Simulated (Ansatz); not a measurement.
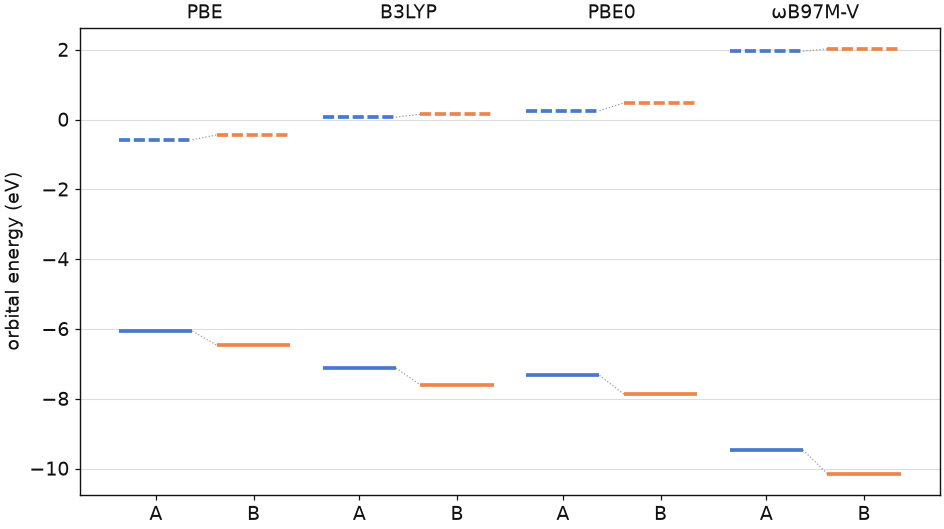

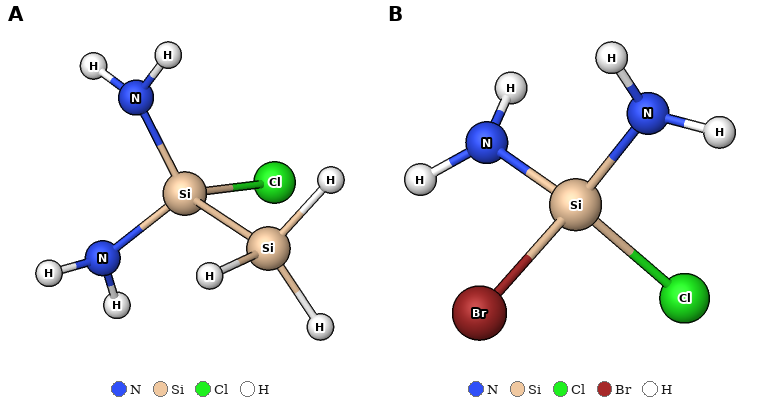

One change: A, Si₂N₂H₇Cl (SMILES N[Si](N)([SiH3])Cl), becomes B, SiN₂H₄BrCl (SMILES N[Si](N)(Cl)Br). SiH₃ on Si is replaced by Br. HOMO (solid) and LUMO (dashed) computed in def2-TZVPP at PBE0-D4/def2-TZVP geometries, both minima by their frequencies, gas phase, the Ansatz code 0.2.0. Empty levels above zero depend strongly on the basis.

Q: What does the change do to HOMO and LUMO?

A: PBE: the HOMO falls by 0.41 eV, the LUMO rises by 0.14 eV, and the separation goes from 5.48 to 6.03 eV. B3LYP: the HOMO falls by 0.48 eV, the LUMO rises by 0.08 eV, and the separation goes from 7.19 to 7.76 eV. PBE0: the HOMO falls by 0.54 eV, the LUMO rises by 0.23 eV, and the separation goes from 7.58 to 8.35 eV. ωB97M-V: the HOMO falls by 0.68 eV, the LUMO rises by 0.07 eV, and the separation goes from 11.42 to 12.17 eV.

Q: Do the functionals agree on the effect?

A: They agree on the direction for both levels; the HOMO shift lies between −0.68 and −0.41 eV and the LUMO shift between 0.07 and 0.23 eV, while the separations themselves differ by up to 6.1 eV between functionals.
